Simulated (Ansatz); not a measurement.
# CH5ClSn: molecular dynamics

The plan is to follow the molecule's vibrations and see whether its bonds hold. The start is relaxed first. Runs: 300 steps of 0.25 fs under a Nosé-Hoover thermostat at 300 K. SMILES of the start: [CH3][SnH2][Cl].

All numbers below are computed with Ansatz 0.2.0 (RKS BHLYP/def2-SVP).

## Step 1: The structure to begin with

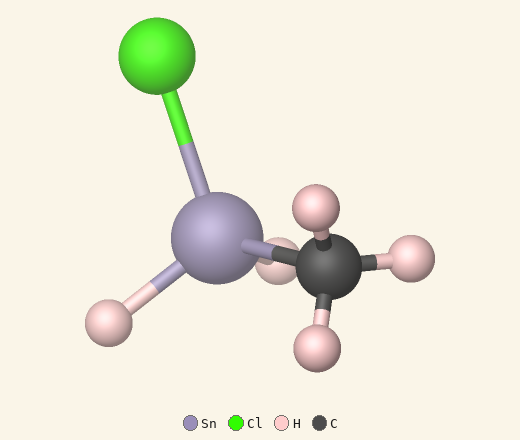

Start, viewed from a free direction; tin purple, chlorine green, hydrogen pink, carbon dark grey.

Coordinates:

```xyz
8

Sn    0.0000    0.0000    0.0000
Cl    0.0000    0.0000    2.4100
H     1.6408    0.0000   -0.5794
C    -1.0126    1.7544   -0.7160
H    -2.0653    1.5008   -0.9603
H    -0.9943    2.5391    0.0690
H    -0.5023    2.1310   -1.6269
H    -0.8195   -1.4198   -0.5794
```

## Step 2: Preparing the start

input.yaml

```yaml
crystal:
  periodic: [false, false, false]
  atoms:
    - { symbol: Sn, position_ang: [0.0, 0.0, 0.0] }
    - { symbol: Cl, position_ang: [0.0, 0.0, 2.41] }
    - { symbol: H, position_ang: [1.6408, 0.0, -0.5794] }
    - { symbol: C, position_ang: [-1.0126, 1.7544, -0.716] }
    - { symbol: H, position_ang: [-2.0653, 1.5008, -0.9603] }
    - { symbol: H, position_ang: [-0.9943, 2.5391, 0.069] }
    - { symbol: H, position_ang: [-0.5023, 2.131, -1.6269] }
    - { symbol: H, position_ang: [-0.8195, -1.4198, -0.5794] }
basis:
  gaussian: { orbitals: def2-SVP }
hamiltonian:
  xc: { name: BHLYP }
relax:
  f_tol: 0.02
  max_steps: 40
```

On the command line:

```sh
ansatz run input.yaml --threads 1 --pin off --max-ram 2048MiB --backend cpu --events-out ev --progress --plain --runs-dir out
```

Standard output (excerpt; [...] marks lines left out):

```text
Warning: RAYON_NUM_THREADS=1 ignored (pool sized by the plan → 1); use --threads N
[...]
Functional definition: BHLYP
[...]
978 factors; integrals over basis functions are off by at most 3.2e-4 eV
[...]
mean field -19465.83962685 eV, -715.3564118666 hartree, gradient 7.1e-5 eV, S^2 0.000000; 0 other end points of the search recorded, 0 dependent functions left out
[...]
reference -19465.83980034 eV, -715.3564182425 hartree; 25, 25 occupied and 58, 58 virtual orbitals, 978 factors
relax step   1: F+E_penalty+E_count = -19465.83962685 eV  Δ(F+E_penalty+E_count) = +0.000e0 eV  max|allowed force component| = 7.144e-1 eV/Å  Δτ_max = 0.0000 Å  (24 SCF iters, accepted)
[...]
relax step   5: F+E_penalty+E_count = -19465.92890607 eV  Δ(F+E_penalty+E_count) = -3.305e-4 eV  max|allowed force component| = 8.445e-3 eV/Å  Δτ_max = 0.0126 Å  (23 SCF iters, accepted)
[...]
relax step   9: F+E_penalty+E_count = -19465.93209949 eV  Δ(F+E_penalty+E_count) = -9.984e-4 eV  max|allowed force component| = 1.216e-1 eV/Å  Δτ_max = 0.0719 Å  (28 SCF iters, accepted)
[...]
relax step  13: F+E_penalty+E_count = -19465.93241402 eV  Δ(F+E_penalty+E_count) = +3.072e-3 eV  max|allowed force component| = 3.249e-1 eV/Å  Δτ_max = 0.1237 Å  (27 SCF iters, rejected (line search))
[...]
relax step  15: F+E_penalty+E_count = -19465.93558510 eV  Δ(F+E_penalty+E_count) = -9.877e-5 eV  max|allowed force component| = 7.251e-3 eV/Å  Δτ_max = 0.0033 Å  (23 SCF iters, accepted)
[...]
relax step  16: F+E_penalty+E_count = -19465.93597079 eV  Δ(F+E_penalty+E_count) = -3.857e-4 eV  max|allowed force component| = 1.409e-2 eV/Å  Δτ_max = 0.0373 Å  (28 SCF iters, accepted)
978 factors; integrals over basis functions are off by at most 3.9e-4 eV
[...]
mean field -19465.93597079 eV, -715.3599524411 hartree, gradient 1.3e-5 eV, S^2 0.000000; 1 other end points of the search recorded, 0 dependent functions left out
[...]
reference -19465.93614430 eV, -715.3599588174 hartree; 25, 25 occupied and 58, 58 virtual orbitals, 978 factors
Total energy: -19465.93614430 eV, -715.3599588174 hartree
Atom 0 at     0.021281     0.003006    -0.066212 Å, force    -0.002099     0.005310    -0.004253 eV/Å
Atom 1 at    -0.235035    -0.097458     2.284064 Å, force     0.000764    -0.006369    -0.003688 eV/Å
Atom 2 at     1.700651     0.073288    -0.348298 Å, force    -0.002372    -0.001515     0.004883 eV/Å
Atom 3 at    -1.011456     1.762554    -0.711848 Å, force     0.002133     0.009837    -0.014095 eV/Å
Atom 4 at    -2.085004     1.636073    -0.563807 Å, force     0.004133     0.001735     0.004862 eV/Å
Atom 5 at    -0.668118     2.620550    -0.131443 Å, force    -0.002410    -0.008832    -0.006213 eV/Å
Atom 6 at    -0.813830     1.942823    -1.771127 Å, force    -0.003686    -0.001540     0.011733 eV/Å
Atom 7 at    -0.661688    -1.435337    -0.674328 Å, force     0.003538     0.001374     0.006770 eV/Å
Dipole moment:    -0.024082     0.166803    -0.610112 e Å
```

Run time: 64 s. Hardware: 1 thread of Arm Neoverse V1, shared host; peak memory 0.17 GiB.

Relaxation path:

```csv
step,energy from step 1 (eV),largest force component (eV/Å)
1,0.0000,0.7144
2,-0.0243,0.6267
3,-0.0868,0.1170
4,-0.0889,0.0232
5,-0.0893,0.0084
6,-0.0906,0.0566
7x,-0.0898,0.2583
8,-0.0915,0.0775
9,-0.0925,0.1216
10,-0.0932,0.1522
11,-0.0952,0.0042
12,-0.0959,0.0317
13x,-0.0928,0.3249
14x,-0.0958,0.0361
15,-0.0960,0.0073
16,-0.0963,0.0141
```

Step 1 is the start. 3 steps were tried and not accepted (marked x).

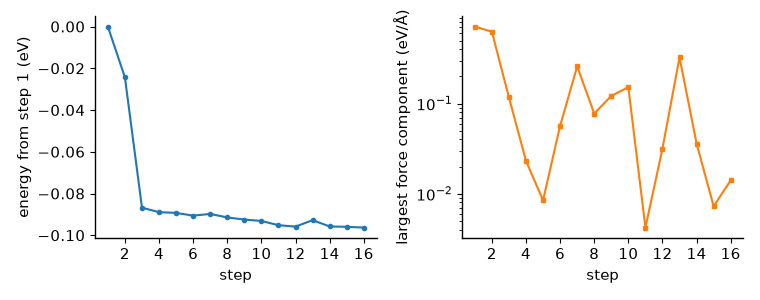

How energy and force went from step to step.

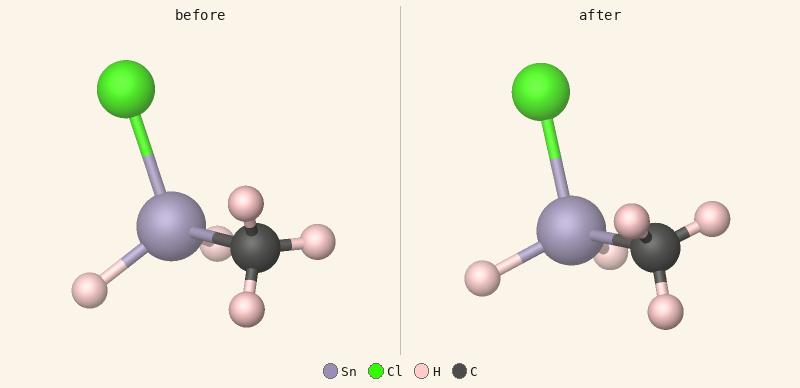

Before and after, at one scale.

After: Bond lengths: Sn1–Cl2 2.366 Å, Sn1–H3 1.704 Å, Sn1–C4 2.140 Å, C4–H5 1.091 Å, C4–H6 1.091 Å, C4–H7 1.093 Å, Sn1–H8 1.704 Å. Angles: Cl2–Sn1–H3 105.8°, Cl2–Sn1–C4 106.4°, Cl2–Sn1–H8 106.0°, H3–Sn1–C4 113.1°, H3–Sn1–H8 111.8°, C4–Sn1–H8 113.1°, Sn1–C4–H5 109.8°, Sn1–C4–H6 109.5°, Sn1–C4–H7 109.9°, H5–C4–H6 109.2°, H5–C4–H7 109.2°, H6–C4–H7 109.2°.

## Step 3: The run

300 steps of 0.25 fs under a Nosé-Hoover thermostat at 300 K, from the relaxed start.

input.yaml

```yaml
crystal:
  periodic: [false, false, false]
  atoms:
    - { symbol: Sn, position_ang: [0.021281, 0.003006, -0.066212] }
    - { symbol: Cl, position_ang: [-0.235035, -0.097458, 2.284064] }
    - { symbol: H, position_ang: [1.700651, 0.073288, -0.348298] }
    - { symbol: C, position_ang: [-1.011456, 1.762554, -0.711848] }
    - { symbol: H, position_ang: [-2.085004, 1.636073, -0.563807] }
    - { symbol: H, position_ang: [-0.668118, 2.62055, -0.131443] }
    - { symbol: H, position_ang: [-0.81383, 1.942823, -1.771127] }
    - { symbol: H, position_ang: [-0.661688, -1.435337, -0.674328] }
basis:
  gaussian: { orbitals: def2-SVP }
hamiltonian:
  xc: { name: BHLYP }
md:
  timestep: 0.25
  n_steps: 300
  ensemble: nvt_nose_hoover
  temperature: 300.0
  initial_velocities: maxwell_boltzmann
  seed: 837383
```

On the command line:

```sh
ansatz run input.yaml --threads 1 --pin off --max-ram 2048MiB --backend cpu --events-out ev --progress --plain --runs-dir out
```

Standard output (excerpt; [...] marks lines left out):

```text
Warning: RAYON_NUM_THREADS=1 ignored (pool sized by the plan → 1); use --threads N
[...]
[... 1 set-up line as earlier in the session ...]
[...]
973 factors; integrals over basis functions are off by at most 4.0e-4 eV
[...]
mean field -19465.93596700 eV, -715.3599523018 hartree, gradient 6.9e-5 eV, S^2 0.000000; 0 other end points of the search recorded, 0 dependent functions left out
[...]
reference -19465.93614046 eV, -715.3599586764 hartree; 25, 25 occupied and 58, 58 virtual orbitals, 973 factors
md step     0: t =     0.00 fs  T =   300.0 K  F+E_penalty+E_count = -19465.93596700 eV  E_kin = 0.232668 eV  conserved = -19465.70329900 eV  (23 SCF iters)
[...]
md step    20: t =     5.00 fs  T =   174.7 K  F+E_penalty+E_count = -19465.83864582 eV  E_kin = 0.135490 eV  conserved = -19465.70320514 eV  (24 SCF iters)
[...]
md step    40: t =    10.00 fs  T =    95.7 K  F+E_penalty+E_count = -19465.77718269 eV  E_kin = 0.074250 eV  conserved = -19465.70321477 eV  (22 SCF iters)
[...]
md step    60: t =    15.00 fs  T =   111.8 K  F+E_penalty+E_count = -19465.78932442 eV  E_kin = 0.086737 eV  conserved = -19465.70321139 eV  (22 SCF iters)
[...]
md step    80: t =    20.00 fs  T =   171.4 K  F+E_penalty+E_count = -19465.83446113 eV  E_kin = 0.132964 eV  conserved = -19465.70319757 eV  (22 SCF iters)
md step    81: t =    20.25 fs  T =   173.5 K  F+E_penalty+E_count = -19465.83598332 eV  E_kin = 0.134549 eV  conserved = -19465.70320210 eV  (23 SCF iters)
```

## Step 4: The output, continued: dynamics from the start

The log, continued (excerpt; [...] marks lines left out):

```text
md step    82: t =    20.50 fs  T =   175.7 K  F+E_penalty+E_count = -19465.83766851 eV  E_kin = 0.136297 eV  conserved = -19465.70320734 eV  (23 SCF iters)
[...]
md step   108: t =    27.00 fs  T =   137.8 K  F+E_penalty+E_count = -19465.80619222 eV  E_kin = 0.106868 eV  conserved = -19465.70322193 eV  (24 SCF iters)
[...]
md step   134: t =    33.50 fs  T =   150.6 K  F+E_penalty+E_count = -19465.81431424 eV  E_kin = 0.116768 eV  conserved = -19465.70323594 eV  (24 SCF iters)
[...]
md step   160: t =    40.00 fs  T =   208.8 K  F+E_penalty+E_count = -19465.85626295 eV  E_kin = 0.161918 eV  conserved = -19465.70321831 eV  (23 SCF iters)
[...]
md step   184: t =    46.00 fs  T =   135.3 K  F+E_penalty+E_count = -19465.79526709 eV  E_kin = 0.104914 eV  conserved = -19465.70315910 eV  (22 SCF iters)
md step   185: t =    46.25 fs  T =   133.4 K  F+E_penalty+E_count = -19465.79368602 eV  E_kin = 0.103450 eV  conserved = -19465.70316278 eV  (22 SCF iters)
```

## Step 5: The log goes on: dynamics from the start

The log, continued (excerpt; [...] marks lines left out):

```text
md step   186: t =    46.50 fs  T =   132.4 K  F+E_penalty+E_count = -19465.79281920 eV  E_kin = 0.102697 eV  conserved = -19465.70316833 eV  (23 SCF iters)
[...]
md step   207: t =    51.75 fs  T =   135.4 K  F+E_penalty+E_count = -19465.79232757 eV  E_kin = 0.104984 eV  conserved = -19465.70320721 eV  (22 SCF iters)
[...]
md step   228: t =    57.00 fs  T =   200.8 K  F+E_penalty+E_count = -19465.83967191 eV  E_kin = 0.155756 eV  conserved = -19465.70322171 eV  (23 SCF iters)
[...]
md step   249: t =    62.25 fs  T =   196.8 K  F+E_penalty+E_count = -19465.83094168 eV  E_kin = 0.152626 eV  conserved = -19465.70317771 eV  (22 SCF iters)
[...]
md step   299: t =    74.75 fs  T =   148.1 K  F+E_penalty+E_count = -19465.78455620 eV  E_kin = 0.114891 eV  conserved = -19465.70325229 eV  (23 SCF iters)
[...]
md step   300: t =    75.00 fs  T =   153.2 K  F+E_penalty+E_count = -19465.78827555 eV  E_kin = 0.118842 eV  conserved = -19465.70325312 eV  (25 SCF iters)
Total energy: -19465.78844712 eV, -715.3545310464 hartree
Atom 0 at     0.010442     0.001835    -0.057168 Å, force     0.965628    -0.596222    -0.619268 eV/Å
Atom 1 at    -0.219814    -0.083790     2.239850 Å, force    -0.018411     0.030003     0.936655 eV/Å
Atom 2 at     1.665763     0.120745    -0.478323 Å, force     0.049269    -0.065017     0.164119 eV/Å
Atom 3 at    -0.960066     1.750913    -0.681599 Å, force    -0.815873     0.116791    -0.353522 eV/Å
Atom 4 at    -1.953057     1.401967    -0.963474 Å, force    -0.207197     0.287527    -0.246432 eV/Å
Atom 5 at    -1.098417     2.437533     0.155728 Å, force     0.268820     0.054584    -0.072813 eV/Å
Atom 6 at    -0.477552     2.224330    -1.547340 Å, force    -0.072234    -0.074048     0.335752 eV/Å
Atom 7 at    -0.535883    -1.551287    -0.526129 Å, force    -0.170003     0.246382    -0.144490 eV/Å
Dipole moment:    -0.109325     0.171078    -0.561819 e Å
```

Run time: 18 min. Hardware: 1 thread of Arm Neoverse V1, shared host; peak memory 0.17 GiB.

## Step 6: Frames and traces

The trajectory, every 22 steps (energies from step 0):

```csv
time (fs),T (K),potential energy change (meV/atom),conserved energy change (meV/atom)
0.0,300,0.0,0.00
5.5,170,12.7,0.01
11.0,79,21.5,0.01
16.5,155,14.2,0.00
22.0,188,11.1,0.01
27.5,124,17.6,0.01
33.0,148,15.5,0.01
38.5,179,12.7,0.01
44.0,183,12.9,0.01
49.5,142,17.2,0.01
55.0,145,17.2,0.02
60.5,223,10.4,0.01
66.0,164,16.8,0.01
71.5,62,27.0,0.02
75.0,153,18.5,0.01
```

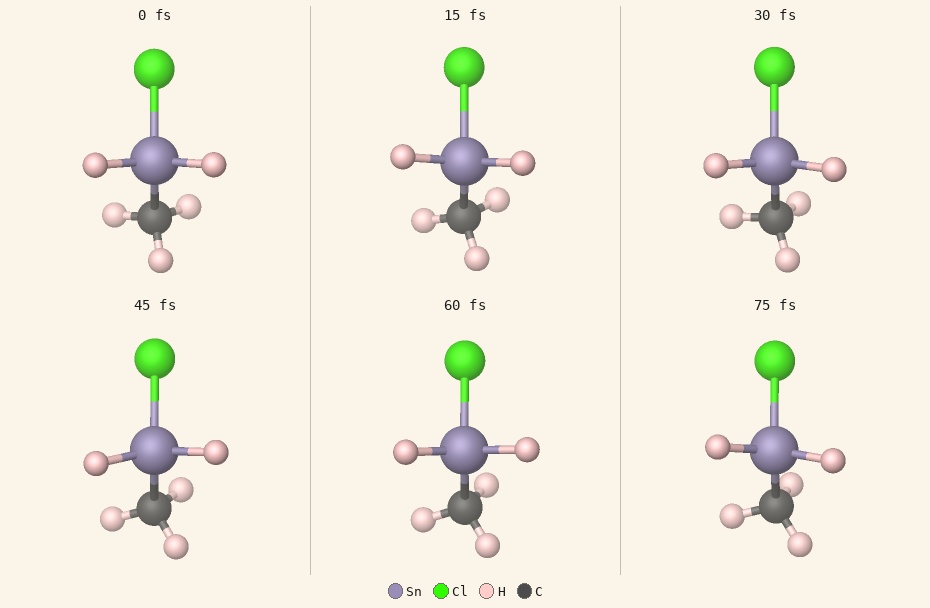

The system at six times, viewed from a free direction. Sticks join atoms within a bonding distance in each frame.

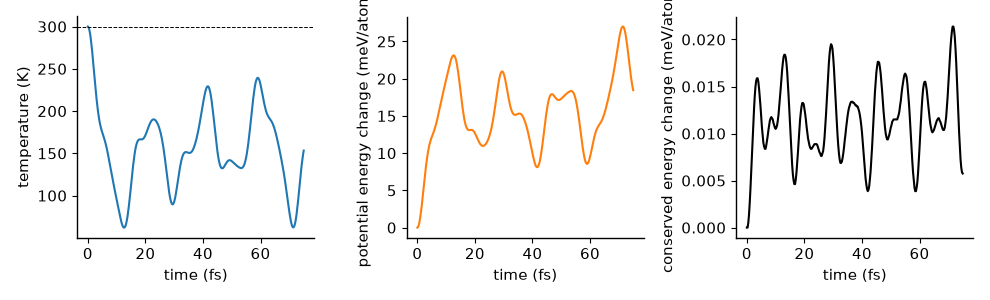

Time series of the run, each on its own scale. The dashed line is the set temperature.

## Step 7: Positions and forces

Extended XYZ, with forces in eV/Å:

```xyz
8
time_fs=9.5 T=104 dE=0.1524
Sn    0.023    0.009   -0.078   -0.025   -0.975    0.949
Cl   -0.239   -0.100    2.313    0.127    0.163   -0.394
H     1.738   -0.019   -0.322   -0.482    0.135   -0.075
C    -1.024    1.722   -0.703    0.601    0.629    0.176
H    -2.105    1.749   -0.637   -0.190   -0.428    0.005
H    -0.627    2.489   -0.046   -0.061    0.391    0.110
H    -0.681    1.961   -1.699   -0.109    0.157   -0.517
H    -0.760   -1.446   -0.485    0.139   -0.071   -0.254
8
time_fs=18.8 T=167 dE=0.1050
Sn    0.023    0.008   -0.084   -0.827   -0.990    1.163
Cl   -0.241   -0.099    2.333    0.172    0.183   -0.699
H     1.655   -0.011   -0.378    0.678    0.048   -0.136
C    -1.005    1.736   -0.700   -0.091    0.033    0.094
H    -2.079    1.577   -0.698   -0.163    0.006    0.199
H    -0.714    2.514   -0.007   -0.155    0.355    0.177
H    -0.709    2.023   -1.692    0.245    0.174   -0.602
H    -0.748   -1.474   -0.477    0.143    0.192   -0.197
8
time_fs=28.0 T=110 dE=0.1515
Sn    0.021    0.001   -0.082    1.193    0.350    0.678
Cl   -0.238   -0.095    2.337    0.146    0.041   -0.867
H     1.742    0.041   -0.480   -0.723   -0.069    0.322
C    -0.988    1.778   -0.708   -0.772   -0.629    0.482
H    -2.020    1.423   -0.678   -0.209    0.278   -0.338
H    -0.943    2.610   -0.014    0.394    0.110    0.231
H    -0.725    2.091   -1.705    0.149    0.063   -0.415
H    -0.665   -1.436   -0.637   -0.178   -0.143   -0.092
8
time_fs=37.5 T=164 dE=0.1130
Sn    0.022   -0.004   -0.075   -1.087    0.395    0.204
Cl   -0.232   -0.088    2.320    0.060   -0.099   -0.662
H     1.634    0.053   -0.410    0.966    0.003   -0.024
C    -1.013    1.803   -0.707   -0.485   -0.657   -0.182
H    -2.062    1.499   -0.841    0.148    0.233    0.231
H    -0.949    2.628    0.002    0.075   -0.122    0.062
H    -0.678    2.124   -1.694    0.292    0.028    0.017
H    -0.664   -1.398   -0.836    0.031    0.220    0.354
8
time_fs=47.0 T=133 dE=0.1431
Sn    0.021   -0.006   -0.066    0.199    0.833   -0.155
Cl   -0.225   -0.085    2.288   -0.068   -0.131   -0.067
H     1.770    0.054   -0.270   -0.799    0.032   -0.014
C    -1.051    1.794   -0.716    0.808    0.112    0.208
H    -2.132    1.703   -0.914    0.541   -0.243    0.062
H    -0.876    2.545    0.065   -0.207   -0.113   -0.111
H    -0.495    2.138   -1.602   -0.433   -0.032    0.029
H    -0.688   -1.328   -0.829   -0.041   -0.457    0.047
8
time_fs=56.2 T=177 dE=0.1145
Sn    0.018   -0.004   -0.059   -1.112   -0.164   -0.653
Cl   -0.219   -0.084    2.254   -0.205   -0.054    0.676
H     1.671    0.089   -0.178    0.640    0.057   -0.311
C    -1.029    1.778   -0.709    0.318    0.402   -0.118
H    -2.102    1.695   -0.957    0.510   -0.319    0.186
H    -0.916    2.471    0.141   -0.081   -0.068   -0.400
H    -0.492    2.186   -1.590   -0.305   -0.107    0.479
H    -0.680   -1.450   -0.702    0.234    0.254    0.141
8
time_fs=65.5 T=171 dE=0.1281
Sn    0.011   -0.001   -0.056    1.386    0.160   -0.625
Cl   -0.217   -0.084    2.235   -0.181    0.032    1.105
H     1.735    0.143   -0.286   -0.481   -0.126   -0.041
C    -0.976    1.764   -0.693   -0.568    0.352   -0.342
H    -1.997    1.439   -0.939    0.118    0.407    0.014
H    -1.011    2.478    0.143   -0.020   -0.278   -0.173
H    -0.536    2.275   -1.569   -0.067   -0.442    0.365
H    -0.558   -1.517   -0.521   -0.187   -0.105   -0.303
8
time_fs=75.0 T=153 dE=0.1477
Sn    0.010    0.002   -0.057    0.966   -0.596   -0.619
Cl   -0.220   -0.084    2.240   -0.018    0.030    0.937
H     1.666    0.121   -0.478    0.049   -0.065    0.164
C    -0.960    1.751   -0.682   -0.816    0.117   -0.353
H    -1.953    1.402   -0.964   -0.207    0.287   -0.246
H    -1.098    2.438    0.156    0.269    0.055   -0.073
H    -0.478    2.224   -1.547   -0.072   -0.074    0.336
H    -0.536   -1.551   -0.526   -0.170    0.246   -0.144
```

## Step 8: Results

```
                              quantity                         value
               relaxation of the start      12 moves, 0.096 eV lower
                                length          300 steps of 0.25 fs
      temperature, first and last step                 300 and 153 K
              temperature, second half  mean 161 K, from 62 to 239 K
         potential energy, second half   +16 meV/atom from the start
largest change of the conserved energy                 0.02 meV/atom
                bonds formed or broken                             0
```

What this shows: Against a set 300 K the second half averages 161 K with a spread of 46 K; 16 meV/atom has gone into potential energy, and a thermostat that acts over some 100 fs has not made it up in 75 fs. The conserved energy strays from its start by at most 0.02 meV/atom, 0.1 % of the mean kinetic energy, so a step of 0.25 fs is short enough over this time. The bonding pattern survives the run. Averages from a run of 75 fs with 8 atoms are rough. The nuclei move classically, without zero-point motion, which matters most for hydrogen.
